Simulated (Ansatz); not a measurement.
# CH3ClSi (SMILES C[Si]Cl): what the fields show

The calculation's input:

```
crystal:
  periodic: [false, false, false]
  atoms:
    - {symbol: C, position_ang: [1.491021, 0.305761, 0.459529]}
    - {symbol: Cl, position_ang: [0.146384, 2.274908, -1.402375]}
    - {symbol: Si, position_ang: [2.052625, 1.646905, -0.760091]}
    - {symbol: H, position_ang: [2.345825, -0.188552, 0.947241]}
    - {symbol: H, position_ang: [0.838627, 0.742821, 1.236301]}
    - {symbol: H, position_ang: [0.886843, -0.457107, -0.063135]}
basis:
  gaussian:
    orbitals: def2-TZVPD
hamiltonian:
  xc: {name: PBE0}
output:
  forces: true
  orbitals: {seedname: orbitals}
```

Run with:

```sh
ansatz run input.yaml --threads 1 --pin off --max-ram 2610MiB --events-out events.jsonl --progress --plain --runs-dir runs
```

Geometry: PBE0-D3(BJ)/def2-SVP.

Theory: Ansatz 0.2.0, isolated molecule in a Gaussian basis; Kohn-Sham density functional theory, functional PBE0.

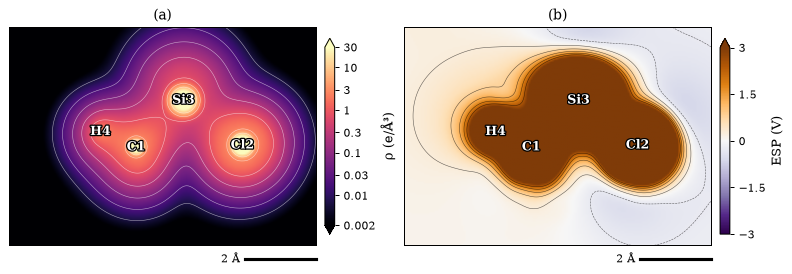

Figure 1. (a) electron density; (b) electrostatic potential on the plane of atoms C1, Si3 and Cl2.

Question: Interpret the plot.

Answer: The plane passes through C, Cl, Si and H nuclei. C–Si (1.90 Å): ρ at the midpoint is about 0.94 e/Å³. Si–Cl (2.11 Å): the density is about 0.81 e/Å³ at the midpoint. C–H (1.10 Å): ρ at the midpoint is about 1.9 e/Å³. Outside the dense part of the molecule the potential is most negative (−0.6 V) near Si3.

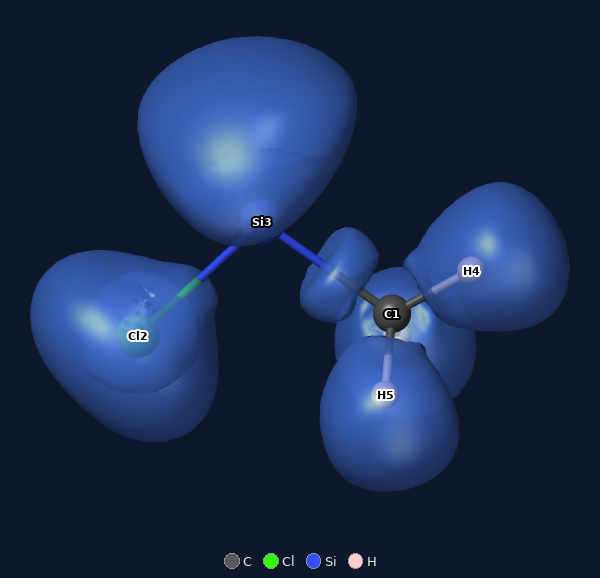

Figure 2. Isosurface of the electron localisation function at 0.8 (blue), seen at a tilt. Core shells and regions of very low density are left out.

Question: Where are the electrons localised?

Answer: The ELF exceeds this value in one region between bonded C–Si atoms (shared pairs), three regions around hydrogen nuclei, one region on Cl in which the atom's valence shell and bonds are merged and one lobe on Si, pointing away from the bonds (lone pairs).


C–Si (1.90 Å): the ELF peaks at about 0.95 between the atoms (a shared electron pair). Si–Cl (2.11 Å): the ELF peaks at about 0.85 between the atoms; a shared but strongly polarised pair.

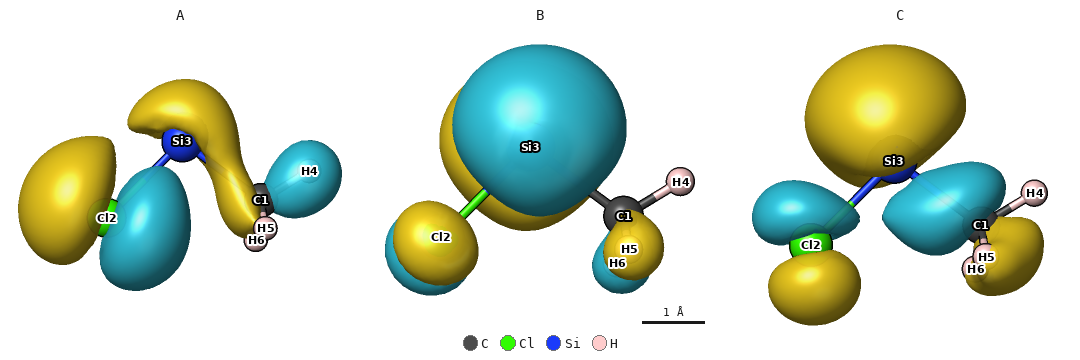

Figure 3. Three frontier orbitals at ±0.1 Å⁻³ᐟ² (yellow and cyan are the two phases), in no order.

Question: Order the three orbitals by energy and name them.

Answer: A is the HOMO−1 (−9.25 eV). Its weight (Hirshfeld) is mainly on Cl2 (about 75 %), Si3 (about 15 %) and C1 (about 5 %); largely a lone pair of Cl2. C is the HOMO (−6.76 eV). By Hirshfeld shares it lies mainly on Si3 (about 65 %), C1 (about 15 %) and Cl2 (about 15 %). B is the LUMO (−2.59 eV). It lies mainly on Si3 (about 80 %) and Cl2 (about 10 %).

Question: What is the HOMO–LUMO gap?

Answer: 4.17 eV between the orbital energies.
